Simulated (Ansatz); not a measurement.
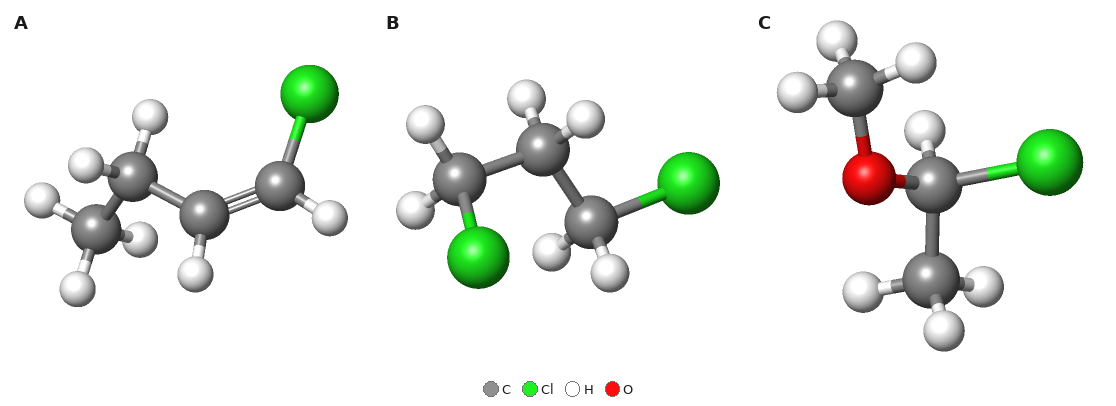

Simulated data, not a measurement (program: Ansatz).

Which panel belongs to which SMILES?
(1) ClCCCCl
(2) CO[C@H](C)Cl
(3) CC/C=C\Cl

A is (3), B is (1), C is (2).
